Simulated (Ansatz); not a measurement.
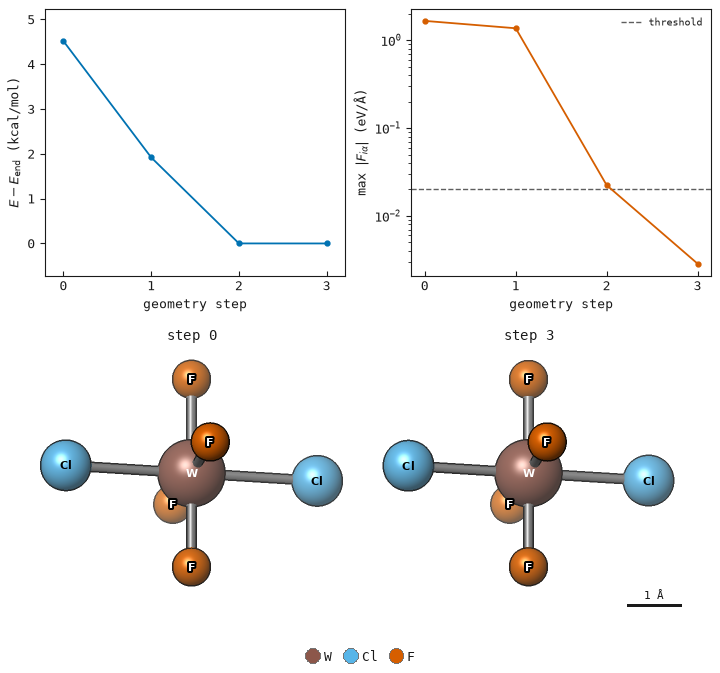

First and last geometry of a relaxation of WCl2F4, with the history of the run. Style: ball-and-stick. Shown at a tilt.

The run prepares the start of a later molecular dynamics calculation, from a guessed geometry.

Theory: RKS PBE0-D4/def2-SVP (Ansatz). Set-up: no spin polarisation; force threshold 0.02 eV/Å; at most 40 steps.

> Did the run converge, and what did it change?

It converged. Over 3 geometry steps the energy falls by 4.52 kcal/mol. Largest force component: 1.7 eV/Å at the start, 0.0029 eV/Å at the end. The largest moves after the best rigid fit, 0.11 Å, are those of Cl atoms. F and W stay in place. Among the contacts that change: Cl–W 2.390 → 2.283 Å, F–W 1.850 → 1.846 Å.

| step | E − E(0), kcal/mol | largest force component, eV/Å |
| --- | --- | --- |
| 0 | 0.00 | 1.6569 |
| 1 | -2.60 | 1.3657 |
| 2 | -4.52 | 0.0224 |
| 3 | -4.52 | 0.0029 |
